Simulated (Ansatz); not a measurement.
# Response to strain in hypothetical R-3m KTlS2

Start from KTlS₂ (space group R-3m, No. 166; a = 3.984 Å, c = 21.707 Å (hexagonal axes); a hypothetical phase, not in the database extracts checked). Axes: x lies along a and z along c of the hexagonal cell.

Strains are applied to the cell and any free atomic positions relax; under biaxial strain the out-of-plane vector relaxes too.

Level of theory: Ansatz (a quantum-chemistry and plane-wave program) PBEsol, no SOC.

Notes on the quantities. energy relative to the base: free energy F.

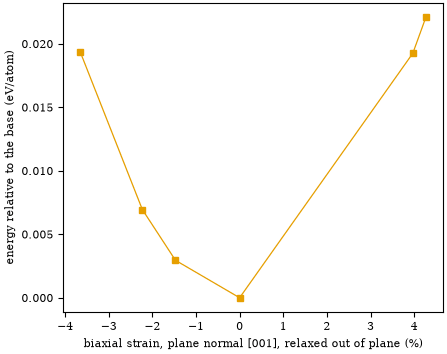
*Energy relative to the base against biaxial strain, plane normal [001], relaxed out of plane*

Q: From the plot, what is the energy relative to the base for biaxial strain −3.65 %, plane normal [001], relaxed out of plane?

A: About 0.019 eV/atom.

Q: Is the trend monotonic over the range shown?

A: No, it turns within the range, spanning 0 meV/atom to +22 meV/atom.

Stability against distortions was not tested.
